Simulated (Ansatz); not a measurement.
Take MgTe in the wurtzite structure (space group P6_3mc, No. 186; a = 4.561 Å, c = 7.412 Å) as the base. Axes: x lies along a and z along c of the hexagonal cell.

It is then changed as follows: uniaxial strain ε_zz = −3.00 %, all other strain components held at zero, atoms relaxed at fixed cell.

All numbers come from DFT with PBEsol, PAW potentials and a 420 eV plane-wave cutoff in Ansatz (an electronic-structure program), no SOC.

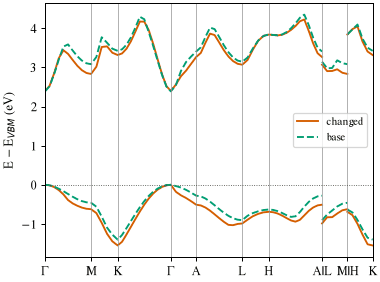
Fig. 1. Highest valence and lowest conduction band along the path, each from its own valence-band maximum

The gap is 2.40 eV, direct at Γ; the base has 2.39 eV.

With Te present, leaving out spin-orbit coupling can change the band edges. Whether these cells are dynamically stable was not tested.
